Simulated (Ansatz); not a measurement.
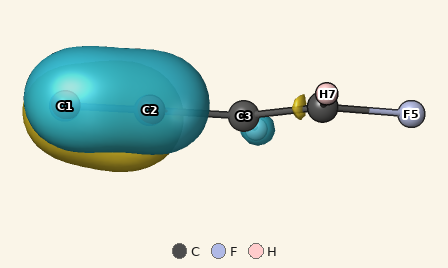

*C$_{4}$H$_{2}$F (SMILES [C-]#C/C=C/F) (charge −1). The HOMO−1 at ±0.2 Å⁻³ᐟ² (yellow and cyan are the two phases), seen from one side.*

Geometry: B3LYP-D3(BJ)/def2-SVPD.

The calculation used Ansatz, isolated molecule in a Gaussian basis; Kohn-Sham density functional theory, functional PBE0.

```csv
atom,x (Å),y (Å),z (Å)
C,-2.9809,0.0990,2.6492
C,-1.9545,-0.6045,2.5129
C,-0.8296,-1.4531,2.3728
C,0.4198,-1.0694,2.0558
F,1.4431,-1.9955,1.9472
H,-0.9578,-2.5354,2.5324
H,0.7648,-0.0567,1.8578
```

Question: What is the character of this orbital?

Answer: Its weight (Hirshfeld) is mainly on C2 (about 45 %) and C1 (about 45 %); it is symmetric in the molecular plane (an in-plane orbital: σ, lone-pair or in-plane π type). Its energy is −1.53 eV.
